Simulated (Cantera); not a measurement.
Charge: 1 mol Fe2O3, 60 mol H2, 0.074 mol H2O, at 0.410 bar.

Method: chemical equilibrium by Gibbs-energy minimisation in Cantera with the NASA 1993 tables (ideal gas, pure condensed phases). Candidate condensed phases: Fe, FeO, Fe(OH)2, Fe(OH)3, Fe2O3, Fe3O4, H2O; 12 gas species. The numbers say what is thermodynamically allowed, not how fast it happens.

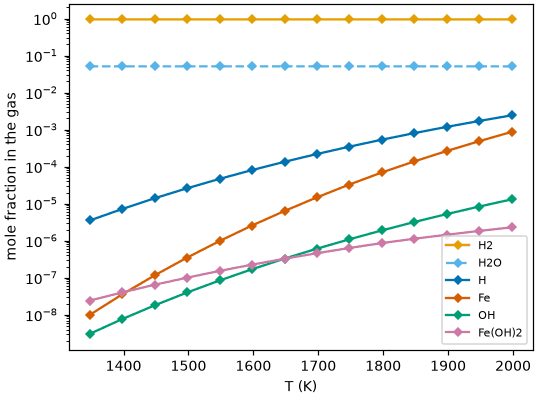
Figure. Equilibrium gas composition (values under 1e-9 drawn at 1e-9)

Task: Read off the mole fractions at 1398 K.

Result: H2 about 0.95, H2O about 0.051, H about 7.2e-6, Fe(OH)2 about 4.0e-8, Fe about 3.6e-8.
